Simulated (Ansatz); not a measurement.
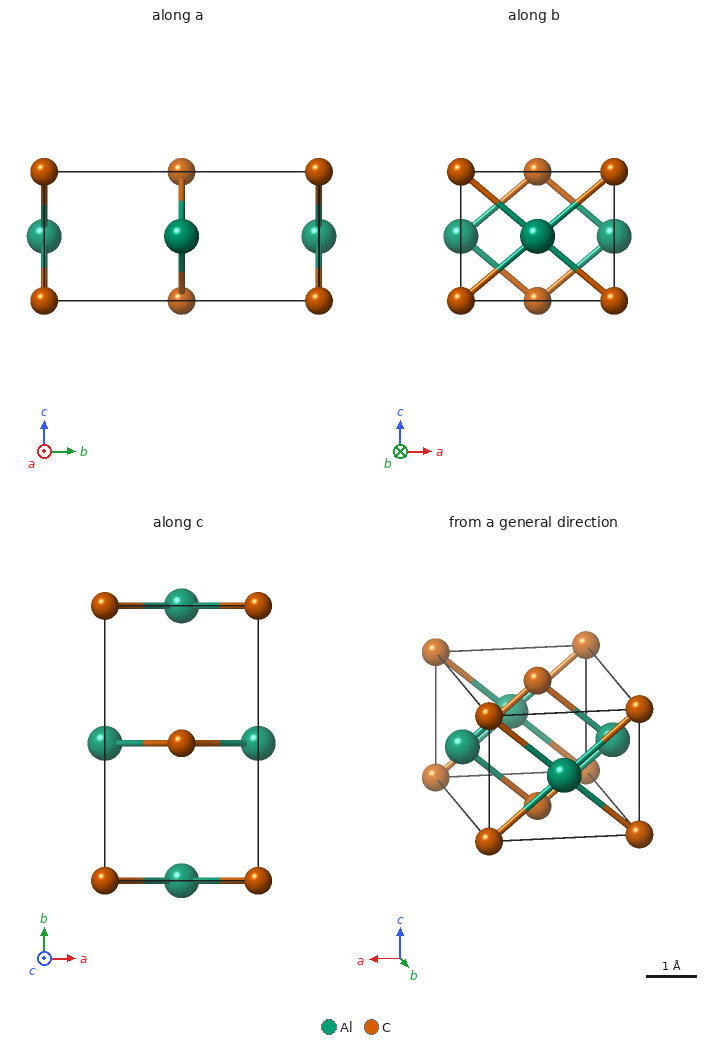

A ball-and-stick rendering, viewed along the a axis, along the b axis, along the c axis and from a general direction. One conventional unit cell is framed, with atoms on its boundary repeated.

Contacts drawn as bonds: Al–C up to 2.56 Å (cut-off distances).

Read off the composition.

Answer. AlC. The cell holds 2 Al, 2 C, counting shared atoms by their share.

Give the crystal system and centring.

Answer. Base-centred orthorhombic.

Name the space group.

Answer. Cmmm (No. 65), with Al on 2c and C on 2a.

Describe the environment of the Al atoms.

Answer. Each Al has four C in a distorted square planar arrangement at about 2.0 Å. Not all metal-metal contacts are counted.

It derives from a textbook structure type filled with these elements (whether it is the usual form wasn't checked). This is the structure after a relaxation with Ansatz, DFT PBE, scalar-relativistic, plane waves, PAW.
